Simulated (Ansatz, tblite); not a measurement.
# [B2H7]-: spin states and exact exchange

Aim: set other spin states of [B2H7]- against its singlet, on many levels of theory.

The runs use Ansatz 0.2.0, Gaussian basis; as each input shows.

Levels to be run: triplet, at the geometry of the singlet (GFN1-xTB, GFN2-xTB, PBE0-D4/def2-TZVPD, PBE-D4/def2-TZVPD, r2SCAN-D4/def2-TZVPD); the singlet's energies come from earlier runs.

1 further run of the same task is left out (it didn't finish). Runs told in other sessions of the task aren't counted.

### Step 1. The relaxed structure

The singlet was relaxed beforehand with PBE0-D4/def2-TZVPD.

9 atoms, charge -1, spin multiplicity 1.

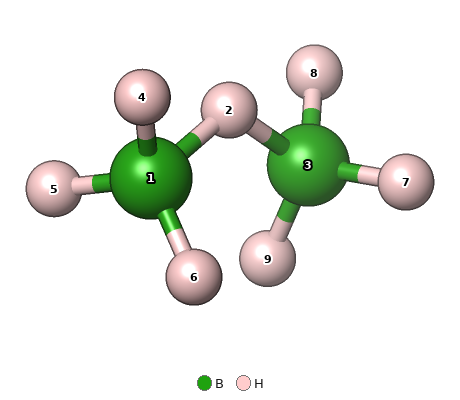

The geometry (boron green, hydrogen pink); atoms are numbered from 1 in the order of the file.

The ion is computed in the gas phase, without counter-ions or solvent.

### Step 2. Triplet at the fixed geometry, GFN1-xTB

Tight binding, by tblite at 300 K electronic temperature and without a spin-polarisation term:

```python
tblite.interface.Calculator('GFN1-xTB', numbers, positions, charge=-1, uhf=2).singlepoint()
```

Energy -174.1493 eV; 0.003 s.

### Step 3. Triplet at the fixed geometry, GFN2-xTB

Tight binding, by tblite at 300 K electronic temperature and without a spin-polarisation term:

```python
tblite.interface.Calculator('GFN2-xTB', numbers, positions, charge=-1, uhf=2).singlepoint()
```

Energy -161.4316 eV; 0.002 s.

### Step 4. Triplet at the fixed geometry, PBE0-D4/def2-TZVPD

in.yaml

```yaml
crystal:
  periodic: [false, false, false]
  atoms:
    - {symbol: B, position_ang: [0.868019, 0.359066, -0.649125]}
    - {symbol: H, position_ang: [-0.169782, 0.597123, 0.119058]}
    - {symbol: B, position_ang: [-0.859245, -0.389692, 0.642983]}
    - {symbol: H, position_ang: [0.772837, 1.422366, -1.249105]}
    - {symbol: H, position_ang: [1.832493, 0.320337, 0.089564]}
    - {symbol: H, position_ang: [0.755497, -0.597450, -1.380488]}
    - {symbol: H, position_ang: [-1.750012, -0.630493, -0.148432]}
    - {symbol: H, position_ang: [-1.241629, 0.271615, 1.600051]}
    - {symbol: H, position_ang: [-0.208167, -1.352872, 0.975504]}
basis:
  gaussian: {orbitals: def2-TZVPD}
total_charge: -1
magnetization: {spin_polarized: true, initial_magnetization: 2}
hamiltonian: {xc: pbe0, dispersion: d4}
scf: {omitted_lower_state_checks: [starts]}
output: {orbitals: {seedname: orbitals}}
```

Started as:

```sh
> ansatz run in.yaml --threads 4 --pin off --events-out ev --progress --plain --max-ram 3916MiB
```

What it wrote:

```text
Functional definition: PBE0
  name "PBE0"
  cite "Adamo & Barone, J. Chem. Phys. 110, 6158 (1999) doi:10.1063/1.478522"
  cite "Perdew, Burke & Ernzerhof, Phys. Rev. Lett. 77, 3865 (1996) doi:10.1103/PhysRevLett.77.3865"
  parent pbe
  parameter a = 0.25
  parameter kappa = 0.804
  parameter beta = 0.06672455060314922
  exchange = (1 - a)*pbe_x(kappa = kappa, mu = beta*pi^2/3) + a*exact_x
  correlation = pbe_c(beta = beta)
these checks for a lower state are left out or cut short: starts
687 factors; their error is unknown
mean field evaluation 1: about -1456.7655 eV, gradient 1.5e1 eV
mean field evaluation 2: about -1456.7149 eV, gradient 1.8e1 eV
mean field evaluation 4: about -1459.1076 eV, gradient 1.1e0 eV
mean field evaluation 8: about -1459.0783 eV, gradient 2.4e-1 eV
mean field evaluation 16: about -1459.0804 eV, gradient 8.4e-3 eV
mean field evaluation 32: about -1459.2089 eV, gradient 2.0e-3 eV
a density is far from that of the atoms, so the factors are made again for it
1000 factors; integrals over basis functions are off by at most 7.9e-4 eV
mean field -1459.20891736 eV, -53.6249386257 hartree, gradient 9.9e-6 eV, S^2 2.007015; 0 other end points of the search recorded, 0 dependent functions left out
reference -1459.20894741 eV, -53.6249397301 hartree; 10, 8 occupied and 127, 129 virtual orbitals, 1000 factors
Total energy: -1459.31007878 eV, -53.6286562394 hartree
Checks for a lower state left out: starts
```

Wall time 8 s (4 threads of Arm Neoverse V1, shared host).

HOMO 1.68 eV, LUMO -3.70 eV (over both spins; with the spin held, an empty level of the minority spin lies below the top filled one); ⟨S²⟩ 2.007 (pure: 2.00). Doubts: highest occupied level lies above zero.

### Step 5. Triplet at the fixed geometry, PBE-D4/def2-TZVPD

start.molden holds the orbitals of an earlier run on this state, given as this run's starting guess.

in.yaml, as its differences from that of step 4:

```diff
@@ -13,6 +13,6 @@
 basis:
-  gaussian: {orbitals: def2-TZVPD}
+  gaussian: {orbitals: def2-TZVPD, initial_orbitals: start.molden}
 total_charge: -1
 magnetization: {spin_polarized: true, initial_magnetization: 2}
-hamiltonian: {xc: pbe0, dispersion: d4}
+hamiltonian: {xc: pbe, dispersion: d4}
 scf: {omitted_lower_state_checks: [starts]}
```

Same command.

What it wrote (excerpt; [...] marks lines left out):

```text
Functional definition: PBE
  name "PBE"
  cite "Perdew, Burke & Ernzerhof, Phys. Rev. Lett. 77, 3865 (1996) doi:10.1103/PhysRevLett.77.3865"
  parent pbe
[...]
687 factors; their error is unknown
[...]
a density is far from that of the atoms, so the factors are made again for it
1002 factors; integrals over basis functions are off by at most 7.9e-4 eV
[...]
mean field -1459.05171726 eV, -53.6191616286 hartree, gradient 2.2e-6 eV, S^2 2.002812; 0 other end points of the search recorded, 0 dependent functions left out
reference -1459.05175391 eV, -53.6191629753 hartree; 10, 8 occupied and 127, 129 virtual orbitals, 1002 factors
Total energy: -1459.17398185 eV, -53.6236547692 hartree
Checks for a lower state left out: starts
```

Run time: 8 s. Hardware: 4 threads of Arm Neoverse V1, shared host.

Report: HOMO 1.90 eV, LUMO -4.25 eV (over both spins; with the spin held, an empty level of the minority spin lies below the top filled one); ⟨S²⟩ 2.003 (pure: 2.00). Doubts: highest occupied level lies above zero.

### Step 6. Triplet at the fixed geometry, r2SCAN-D4/def2-TZVPD

in.yaml, as its differences from that of step 5:

```diff
@@ -16,3 +16,3 @@
 magnetization: {spin_polarized: true, initial_magnetization: 2}
-hamiltonian: {xc: pbe, dispersion: d4}
+hamiltonian: {xc: r2scan, dispersion: d4}
 scf: {omitted_lower_state_checks: [starts]}
```

The command is unchanged.

What it wrote (excerpt; [...] marks lines left out):

```text
Functional definition: r2SCAN
  name "r2SCAN"
  cite "Furness, Kaplan, Ning, Perdew & Sun, J. Phys. Chem. Lett. 11, 8208 (2020) doi:10.1021/acs.jpclett.0c02405"
  cite "Furness, Kaplan, Ning, Perdew & Sun, J. Phys. Chem. Lett. 11, 9248 (2020) doi:10.1021/acs.jpclett.0c03077"
  parent r2scan
[...]
687 factors; their error is unknown
[...]
a density is far from that of the atoms, so the factors are made again for it
1000 factors; integrals over basis functions are off by at most 7.9e-4 eV
[...]
mean field -1460.49865888 eV, -53.6723357525 hartree, gradient 6.6e-6 eV, S^2 2.006902; 0 other end points of the search recorded, 0 dependent functions left out
reference -1460.49868505 eV, -53.6723367142 hartree; 10, 8 occupied and 127, 129 virtual orbitals, 1000 factors
Total energy: -1460.52897820 eV, -53.6734499667 hartree
Checks for a lower state left out: starts
```

Run time: 12 s. Hardware: 4 threads of Arm Neoverse V1, shared host.

HOMO 2.01 eV, LUMO -4.24 eV (over both spins; with the spin held, an empty level of the minority spin lies below the top filled one); ⟨S²⟩ 2.007 (pure: 2.00). Doubts: highest occupied level lies above zero.

### Step 7. Triplet less singlet, vertical

The singlet's energies are those of its earlier runs, whose logs aren't repeated here.

```
               level  triplet less singlet, vertical (kJ/mol)     time
            GFN1-xTB                                   +767.1  0.006 s
            GFN2-xTB                                   +779.6  0.004 s
   PBE-D4/def2-TZVPD                                   +531.4    8.9 s
r2SCAN-D4/def2-TZVPD                                   +561.8     13 s
  PBE0-D4/def2-TZVPD                                   +576.2    8.8 s
```

Times add the two runs; a level without a time comes out of a correlated run. Tight binding without a spin term can't rank spin states.

### Step 8. Summary of results

| quantity | value |
| --- | --- |
| triplet less singlet, vertical, functionals in def2-TZVPD | +531.4 (PBE-D4) to +576.2 kJ/mol (PBE0-D4) |

What this shows: All functionals put the triplet above the singlet, over a spread of 44.8 kJ/mol. The checks for a lower triplet were left out, so another state of that spin may lie lower. These are electronic energies, without zero-point motion, entropy or surroundings.

The anion's highest level is positive in at least one run, so there the basis alone may hold the extra electron.
